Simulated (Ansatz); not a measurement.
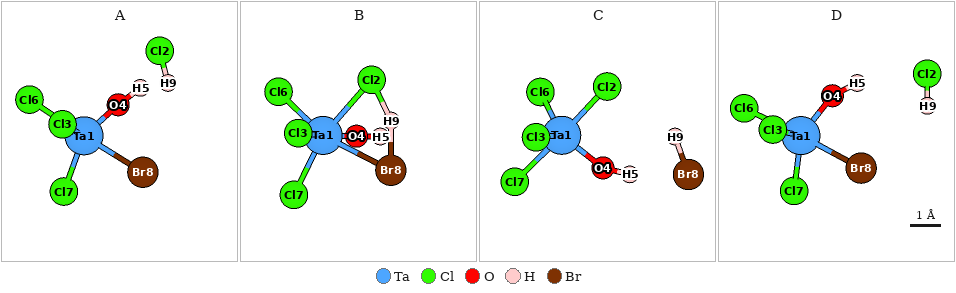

4 geometries from a converged minimum-energy path of TaH2OBrCl4, made up at the start of TaHOCl₄ and HBr, shuffled. A ball-and-stick model, seen at a tilt.

Computed with RHF/def2-SVP in Ansatz. Settings: 7 movable images; climbing image; force threshold 0.05 eV/Å; iteration limit 60; starting path through a guess of the saddle point.

**Which of them lies highest in energy?**

B. In order along the path, whose images run from 0 to 8: C (image 1, +2.0 kJ/mol), B (image 4, +108.3 kJ/mol), A (image 6, +15.9 kJ/mol), D (image 8, +8.0 kJ/mol). Breaking: Br8–H9 (1.41 → 1.69 at the top → 3.16 Å), Ta1–Cl2 (2.39 → 2.65 at the top → 4.78 Å). Forming: Cl2–H9 (3.03 → 1.58 at the top → 1.28 Å), Ta1–Br8 (4.94 → 2.88 at the top → 2.57 Å).

Limits of the set-up: the start holds two separate molecules, 2.7 Å apart at their closest, whose relative position is a soft coordinate and is computed without a dispersion correction; Hartree-Fock leaves out electron correlation.
